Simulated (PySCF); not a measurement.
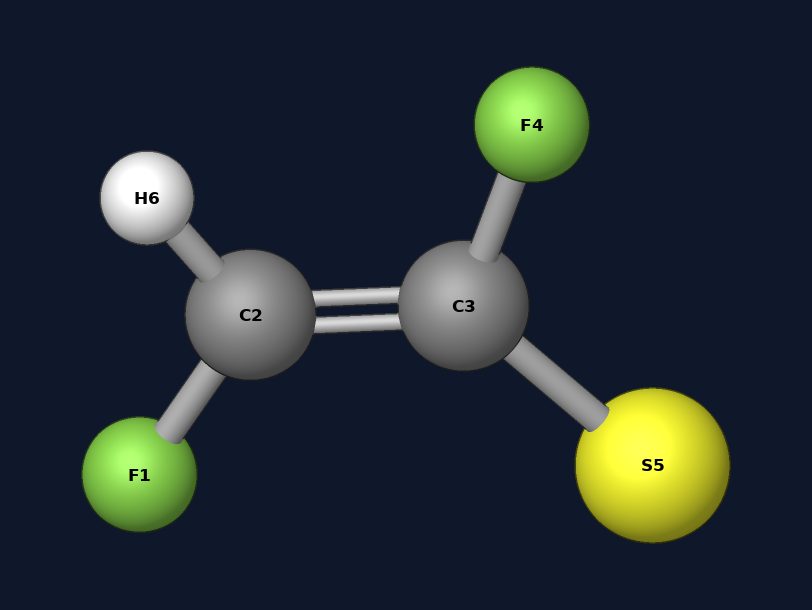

The questions are on isotropic NMR shieldings of the F atoms. The species has charge −1 and is a spin singlet. The geometry was computed by an optimisation with GFN2-xTB. No frequency run is at hand to confirm it as a minimum. Level of theory: GIAO PBE0/pcSseg-1 NMR shielding, non-relativistic, gas phase (PySCF 2.14.0).

List the isotropic NMR shieldings of the F atoms.

| atom | σ (ppm) |
| --- | --- |
| F1 | 391.3 |
| F4 | 265.7 |
